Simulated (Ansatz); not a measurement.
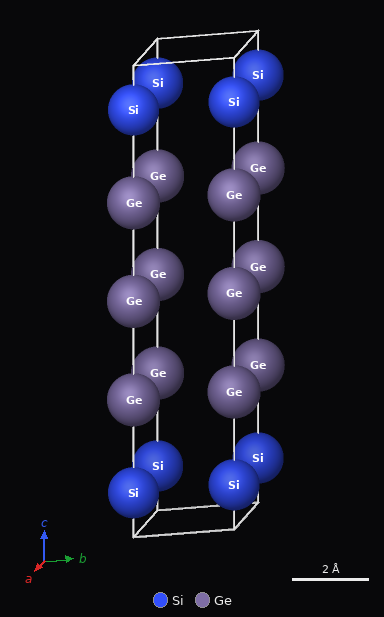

We look at a spheres-only model of the crystal slightly off an axis. The wireframe shows the simulation cell.

```xyz
5
Lattice="2.7991 0.0000 0.0000 -1.3995 2.4241 0.0000 0.0000 0.0000 13.0244" Properties=species:S:1:pos:R:3 pbc="T T T"
Si    1.3995    2.4241   11.8012
Si    2.7991    0.0000    1.2233
Ge   -1.3995    2.4241    3.7900
Ge   -1.3995    2.4241    6.5122
Ge    2.7991    0.0000    9.2345
```

Setup: Ansatz, DFT PBE, scalar-relativistic, plane waves, PAW; wavefunction cutoff 420 eV, an 18×18×4 grid in reciprocal space, Gaussian smearing of 0.1 eV, no spin polarisation.

### How charged are the atoms, by the Bader scheme?

Si 0.00 e; Ge -0.01 to +0.02 e. Little charge moves, as in a metallic or covalent solid.

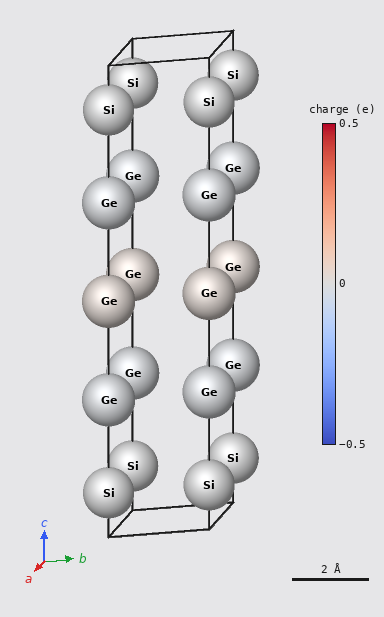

The atoms coloured by those charges.

Its origin is a structure type filled with these elements by a generator (whether the compound takes this form wasn't checked). Earlier steps of the study may have refined or changed the cell and positions. It went into a calculation with Ansatz.
